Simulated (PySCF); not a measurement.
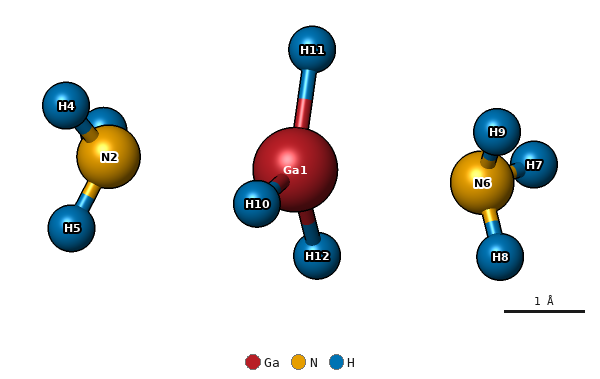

The input geometry (ball-and-stick view, seen at a tilt; atoms are numbered from 1 in the order of the input). Sticks mark near contacts.

Run report: GaN₂H₉, single-point calculation

GaN₂H₉ (Ga(NH3)2H3), computed with RPA (B3LYP)/pc-0, RKS (PySCF 2.14.0).

The geometry comes from this level: GFN1-xTB.

### Log
```
PySCF version 2.14.0

[INPUT] num. atoms = 12
[INPUT] num. electrons = 54
[INPUT] charge = 0
[INPUT] spin (= nelec alpha-beta = 2S) = 0
[INPUT] symmetry False subgroup None
[INPUT] Mole.unit = angstrom
[INPUT] Symbol           X                Y                Z      unit          X                Y                Z       unit  Magmom
[INPUT]  1 Ga    -0.001340000000  -0.000130000000   0.001460000000 AA   -0.002532233007  -0.000245664396   0.002759000142 Bohr   0.0
[INPUT]  2 N     -0.002560000000  -0.016420000000   2.457710000000 AA   -0.004837698879  -0.031029302965   4.644398793605 Bohr   0.0
[INPUT]  3 H     -0.939240000000   0.032730000000   2.828050000000 AA   -1.774906365236   0.061850736057   5.344239966576 Bohr   0.0
[INPUT]  4 H      0.511550000000   0.763860000000   2.837060000000 AA    0.966689399021   1.443486197510   5.361266398959 Bohr   0.0
[INPUT]  5 H      0.418760000000  -0.857660000000   2.821080000000 AA    0.791341711923  -1.620742507994   5.331068575488 Bohr   0.0
[INPUT]  6 N      0.002230000000   0.016900000000  -2.458080000000 AA    0.004214089258   0.031936371505  -4.645097992271 Bohr   0.0
[INPUT]  7 H     -0.933640000000   0.019390000000  -2.833550000000 AA   -1.764323898939   0.036641789555  -5.354633460261 Bohr   0.0
[INPUT]  8 H      0.473810000000  -0.790710000000  -2.835220000000 AA    0.895371135080  -1.494225343955  -5.357789302889 Bohr   0.0
[INPUT]  9 H      0.471670000000   0.833240000000  -2.818610000000 AA    0.891327121174   1.574595396033  -5.326400951960 Bohr   0.0
[INPUT] 10 H      1.549350000000  -0.012370000000   0.001030000000 AA    2.927847171095  -0.023375912161   0.001946417908 Bohr   0.0
[INPUT] 11 H     -0.765490000000   1.349410000000   0.007310000000 AA   -1.446566451093   2.550015329749   0.013813897971 Bohr   0.0
[INPUT] 12 H     -0.785110000000  -1.338240000000  -0.008240000000 AA   -1.483642877657  -2.528907088938  -0.015571343266 Bohr   0.0

nuclear repulsion = 203.530613652256
number of shells = 16
number of NR pGTOs = 104
number of NR cGTOs = 58
basis = pc-0
ecp = {}

******** <class 'pyscf.dft.rks.RKS'> ********
method = RKS
initial guess = minao
damping factor = 0
level_shift factor = 0
DIIS = <class 'pyscf.scf.diis.CDIIS'>
diis_start_cycle = 1
diis_space = 8
diis_damp = 0
SCF conv_tol = 1e-10
SCF conv_tol_grad = None
SCF max_cycles = 50
direct_scf = True
direct_scf_tol = 1e-13
XC library pyscf.dft.libxc version 7.0.0
    S. Lehtola, C. Steigemann, M. J.T. Oliveira, and M. A.L. Marques.,  SoftwareX 7, 1–5 (2018)
XC functionals = b3lyp
    P. J. Stephens, F. J. Devlin, C. F. Chabalowski, and M. J. Frisch.,  J. Phys. Chem. 98, 11623 (1994)
radial grids:
    Treutler-Ahlrichs [JCP 102, 346 (1995); DOI:10.1063/1.469408] (M4) radial grids

becke partition: Becke, JCP 88, 2547 (1988); DOI:10.1063/1.454033
pruning grids: <function nwchem_prune>
grids dens level: 4
symmetrized grids: False
atomic radii adjust function: <function treutler_atomic_radii_adjust>
small_rho_cutoff = 0
Set gradient conv threshold to 1e-05
Initial guess from minao.
tot grids = 227504
init E= -2034.72664112799
  HOMO = -0.33226479016904  LUMO = -0.00161340554420208  gap/eV = 8.99748
cycle= 1 E= -2037.93959157588  delta_E= -3.21  |g|= 0.814  |ddm|= 1.7e+03
  HOMO = -0.190679708536599  LUMO = 0.105146222279596  gap/eV = 8.04983
cycle= 2 E= -2037.93036937777  delta_E= 0.00922  |g|= 0.514  |ddm|= 1.04
  HOMO = -0.236057290323414  LUMO = 0.066287797055266  gap/eV = 8.22723
cycle= 3 E= -2037.97336925971  delta_E= -0.043  |g|= 0.256  |ddm|= 0.57
  HOMO = -0.242074161445462  LUMO = 0.079071696460285  gap/eV = 8.73882
cycle= 4 E= -2037.98691835079  delta_E= -0.0135  |g|= 0.00479  |ddm|= 0.187
  HOMO = -0.240358615289084  LUMO = 0.0793540644855522  gap/eV = 8.69983
cycle= 5 E= -2037.9869237796  delta_E= -5.43e-06  |g|= 0.000725  |ddm|= 0.00829
  HOMO = -0.24032543055547  LUMO = 0.0794504071901821  gap/eV = 8.70154
cycle= 6 E= -2037.986923933  delta_E= -1.53e-07  |g|= 7.02e-05  |ddm|= 0.00149
  HOMO = -0.240354718093468  LUMO = 0.0794426473834728  gap/eV = 8.70213
cycle= 7 E= -2037.98692393478  delta_E= -1.78e-09  |g|= 2.29e-05  |ddm|= 0.000207
  HOMO = -0.240353329947367  LUMO = 0.079442153849227  gap/eV = 8.70208
cycle= 8 E= -2037.98692393487  delta_E= -9.05e-11  |g|= 1.3e-05  |ddm|= 2.91e-05
  HOMO = -0.240352605008667  LUMO = 0.079442092046388  gap/eV = 8.70206
cycle= 9 E= -2037.9869239349  delta_E= -3.05e-11  |g|= 7.67e-07  |ddm|= 1.17e-05
  HOMO = -0.240352682300875  LUMO = 0.0794422063671953  gap/eV = 8.70206
```

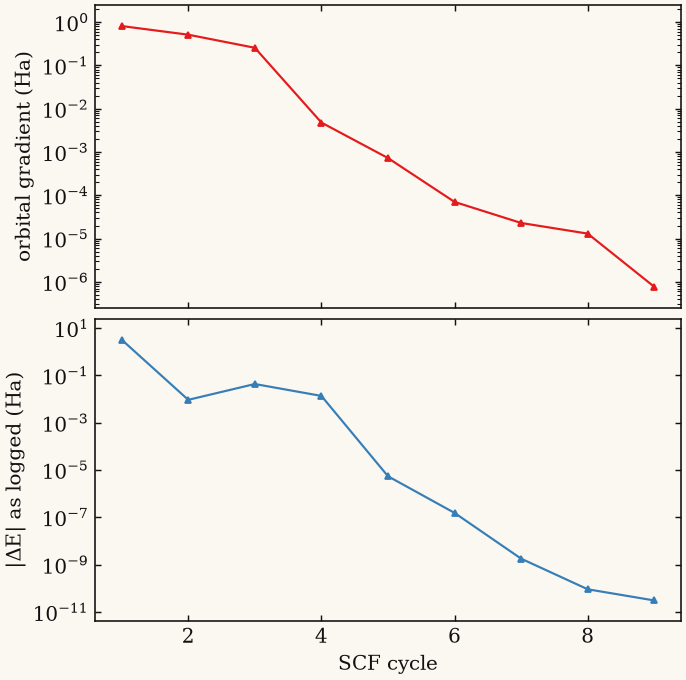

Convergence of the self-consistent field: orbital gradient and size of the energy change against the SCF cycle. The residual falls at every step.

```
Extra cycle  E= -2037.98692393491  delta_E= -5.46e-12  |g|= 7.9e-07  |ddm|= 1.84e-06
converged SCF energy = -2037.98692393491
ETB for H: l = 0, exps = 0.27338 * 2^n , n = 0..5
ETB for Ga: l = 0, exps = 0.27794 * 2^n , n = 0..17
ETB for Ga: l = 1, exps = 0.257703285970513 * 2^n , n = 0..15
ETB for Ga: l = 2, exps = 0.23894 * 2^n , n = 0..13
ETB for Ga: l = 3, exps = 0.6310030405631973 * 2^n , n = 0..8
ETB for Ga: l = 4, exps = 1.66638 * 2^n , n = 0..5
ETB for N: l = 0, exps = 0.85248 * 2^n , n = 0..10
ETB for N: l = 1, exps = 0.6833656005389794 * 2^n , n = 0..7
ETB for N: l = 2, exps = 0.5478 * 2^n , n = 0..4

WARN: Even tempered Gaussians are generated as DF auxbasis for  H Ga N

******** <class 'pyscf.gw.rpa.RPA'> ********
method = RPA
nocc = 16  nmo = 47
frozen orbitals = 11
mem_avail = 1704.52  mem_blk = 0.03  auxlen = 427

******** <class 'pyscf.df.df.DF'> ********
auxbasis = auxmol.basis = {'H': [[0, [np.float64(8.74816), 1]], [0, [np.float64(4.37408), 1]], [0, [np.float64(2.18704), 1]], [0, [np.float64(1.09352), 1]], [0, [np.float64(0.54676), 1]], [0, [np.float64(0.27338), 1]]], 'Ga': [[0, [np.float64(36430.15168), 1]], [0, [np.float64(18215.07584), 1]], [0, [np.float64(9107.53792), 1]], [0, [np.float64(4553.76896), 1]], [0, [np.float64(2276.88448), 1]], [0, [np.float64(1138.44224), 1]], [0, [np.float64(569.22112), 1]], [0, [np.float64(284.61056), 1]], [0, [np.float64(142.30528), 1]], [0, [np.float64(71.15264), 1]], [0, [np.float64(35.57632), 1]], [0, [np.float64(17.78816), 1]], [0, [np.float64(8.89408), 1]], [0, [np.float64(4.44704), 1]], [0, [np.float64(2.22352), 1]], [0, [np.float64(1.11176), 1]], [0, [np.float64(0.55588), 1]], [0, [np.float64(0.27794), 1]], [1, [np.float64(8444.42127468177), 1]], [1, [np.float64(4222.210637340885), 1]], [1, [np.float64(2111.1053186704426), 1]], [1, [np.float64(1055.5526593352213), 1]], [1, [np.float64(527.7763296676106), 1]], [1, [np.float64(263.8881648338053), 1]], [1, [np.float64(131.94408241690266), 1]], [1, [np.float64(65.97204120845133), 1]], [1, [np.float64(32.986020604225665), 1]], [1, [np.float64(16.493010302112832), 1]], [1, [np.float64(8.246505151056416), 1]], [1, [np.float64(4.123252575528208), 1]], [1, [np.float64(2.061626287764104), 1]], [1, [np.float64(1.030813143882052), 1]], [1, [np.float64(0.515406571941026), 1]], [1, [np.float64(0.257703285970513), 1]], [2, [np.float64(1957.39648), 1]], [2, [np.float64(978.69824), 1]], [2, [np.float64(489.34912), 1]], [2, [np.float64(244.67456), 1]], [2, [np.float64(122.33728), 1]], [2, [np.float64(61.16864), 1]], [2, [np.float64(30.58432), 1]], [2, [np.float64(15.29216), 1]], [2, [np.float64(7.64608), 1]], [2, [np.float64(3.82304), 1]], [2, [np.float64(1.91152), 1]], [2, [np.float64(0.95576), 1]], [2, [np.float64(0.47788), 1]], [2, [np.float64(0.23894), 1]], [3, [np.float64(161.53677838417852), 1]], [3, [np.float64(80.76838919208926), 1]], [3, [np.float64(40.38419459604463), 1]], [3, [np.float64(20.192097298022315), 1]], [3, [np.float64(10.096048649011157), 1]], [3, [np.float64(5.048024324505579), 1]], [3, [np.float64(2.5240121622527893), 1]], [3, [np.float64(1.2620060811263947), 1]], [3, [np.float64(0.6310030405631973), 1]], [4, [np.float64(53.32416), 1]], [4, [np.float64(26.66208), 1]], [4, [np.float64(13.33104), 1]], [4, [np.float64(6.66552), 1]], [4, [np.float64(3.33276), 1]], [4, [np.float64(1.66638), 1]]], 'N': [[0, [np.float64(872.93952), 1]], [0, [np.float64(436.46976), 1]], [0, [np.float64(218.23488), 1]], [0, [np.float64(109.11744), 1]], [0, [np.float64(54.55872), 1]], [0, [np.float64(27.27936), 1]], [0, [np.float64(13.63968), 1]], [0, [np.float64(6.81984), 1]], [0, [np.float64(3.40992), 1]], [0, [np.float64(1.70496), 1]], [0, [np.float64(0.85248), 1]], [1, [np.float64(87.47079686898937), 1]], [1, [np.float64(43.735398434494684), 1]], [1, [np.float64(21.867699217247342), 1]], [1, [np.float64(10.933849608623671), 1]], [1, [np.float64(5.4669248043118355), 1]], [1, [np.float64(2.7334624021559177), 1]], [1, [np.float64(1.3667312010779589), 1]], [1, [np.float64(0.6833656005389794), 1]], [2, [np.float64(8.7648), 1]], [2, [np.float64(4.3824), 1]], [2, [np.float64(2.1912), 1]], [2, [np.float64(1.0956), 1]], [2, [np.float64(0.5478), 1]]]}
Lowest orbital energy difference:  3.1979e-01
E(RPA) = -2035.9207826979  E_corr = -0.428422697922633  E_hf = -2035.49235999998
total energy: -2035.91979346 hartree
```

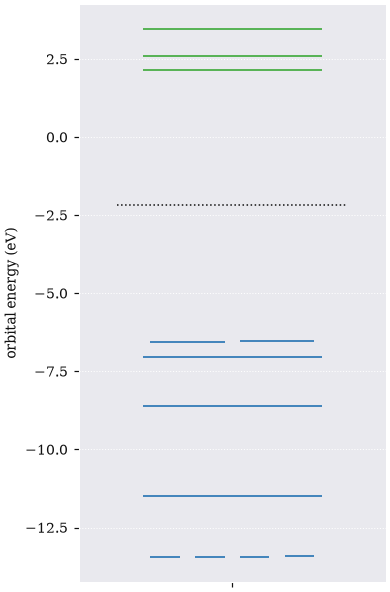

Orbital energies near the frontier (SCF reference); the dotted line parts filled from empty levels, and levels within 0.02 eV of each other stand side by side. Highest filled −6.54 eV, lowest empty 2.16 eV, 8.70 eV apart.

The run was set up as follows.

### Input file (input.py)
```python
from pyscf import gto, dft
from pyscf.gw.rpa import RPA

mol = gto.M(
    atom='input.xyz',
    verbose=4,
    charge=0,
    spin=0,
    max_memory=1860,
    basis='pc-0',
)

mf = dft.RKS(mol)
mf.xc = 'b3lyp'
mf.grids.level = 4
mf.conv_tol = 1e-10
mf.kernel()
if not mf.converged:
    mf = mf.newton().run(mf.mo_coeff, mf.mo_occ)

rpa = RPA(mf, frozen=11)
rpa.kernel()
e_exx = mf.to_hf().energy_tot(mf.make_rdm1())
e_final = e_exx + rpa.e_corr
print(f'total energy: {e_final:.8f} hartree')
```

### File input.xyz
```
12
GaH9N2
Ga    -0.001340    -0.000130     0.001460
N     -0.002560    -0.016420     2.457710
H     -0.939240     0.032730     2.828050
H      0.511550     0.763860     2.837060
H      0.418760    -0.857660     2.821080
N      0.002230     0.016900    -2.458080
H     -0.933640     0.019390    -2.833550
H      0.473810    -0.790710    -2.835220
H      0.471670     0.833240    -2.818610
H      1.549350    -0.012370     0.001030
H     -0.765490     1.349410     0.007310
H     -0.785110    -1.338240    -0.008240
```

Launch command:
```bash
OMP_NUM_THREADS=1 python input.py
```

### Key numbers

| quantity | value |
| --- | --- |
| outcome | converged |
| total energy | −2035.919793 hartree |
| SCF energy | −2037.986924 hartree |
| correlation energy | −0.428423 hartree |
| basis functions | 58 |
| HOMO of the SCF reference | −6.54 eV |
| LUMO of the SCF reference | 2.16 eV |
| hardware | 1 thread of Arm Neoverse V1, 24 GiB of memory available, shared host |
| wall time | 12 s |
| peak memory | 0.33 GiB |
